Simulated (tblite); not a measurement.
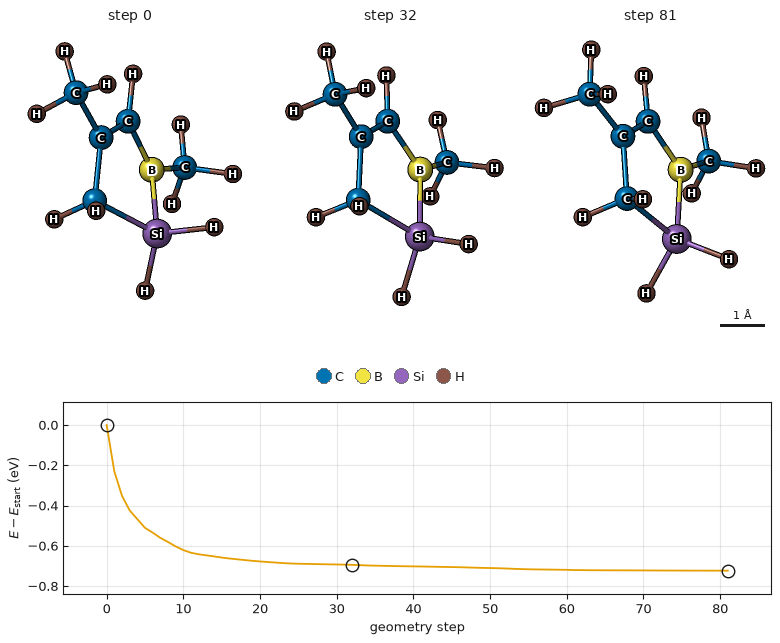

Frames of a relaxation of C5H11BSi, marked on the history of the run. The picture is a ball-and-stick view, seen from a free direction.

All numbers below come from GFN2-xTB geometry optimisation, gas phase in tblite 0.8.0. 

Describe the path.

Answer. The atom that moves furthest after the best rigid fit is an H atom (0.74 Å). By element the largest moves are H 0.74 Å, C 0.33 Å, B 0.21 Å, Si 0.18 Å. Some distances before and after: C–Si 1.865 → 1.925 Å, C–C 1.293 → 1.349 Å, C–C 1.536 → 1.494 Å, C–H 1.126 → 1.091 Å. Among the angles between lasting bonds that change: B–Si–H 106.1° → 121.0°, H–Si–H 115.7° → 104.8°, B–Si–H 111.6° → 122.0°. Groups turn about C–C by about 30°, C–Si by about 25°, C–C by about 20°. After 81 geometry steps the energy has fallen by 0.723 eV. From step 0 to 32: an H atom moves most (0.48 Å), energy −0.694 eV. From step 32 to 81: an H atom moves most (0.58 Å), energy −0.029 eV.

```csv
step,"E − E(0), eV"
0,0.0000
1,-0.2300
2,-0.3513
3,-0.4238
4,-0.4673
5,-0.5105
6,-0.5343
7,-0.5602
8,-0.5808
9,-0.6026
10,-0.6210
14,-0.6524
17,-0.6667
21,-0.6802
25,-0.6887
29,-0.6918
32,-0.6943
36,-0.6990
40,-0.7019
44,-0.7046
47,-0.7071
51,-0.7110
55,-0.7163
59,-0.7185
62,-0.7205
66,-0.7215
70,-0.7220
74,-0.7226
77,-0.7229
81,-0.7232
```
